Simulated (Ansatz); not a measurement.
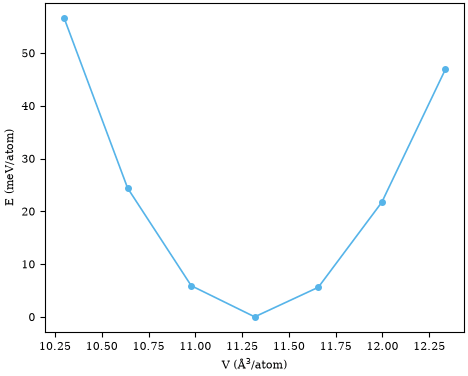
Fig. 1. TiO2 (anatase, I4_1/amd) under volume change, PBEsol (plane waves, PAW; program Ansatz), shape and atoms relaxed at each volume.

**Question.** What does a third-order Birch–Murnaghan fit give for V₀, B₀ and B′?

**Answer.** V₀ = 11.32 Å³/atom, B₀ = 179 GPa, B′ = 2.2.

The PBEsol relaxation kept the symmetry of its start. No spin polarisation was allowed.

Potentials: the earlier of the program's two PAW sets. The files were generated under PBE; for other functionals the program regenerates the frozen cores, and for LDA and PBEsol the local potential too.
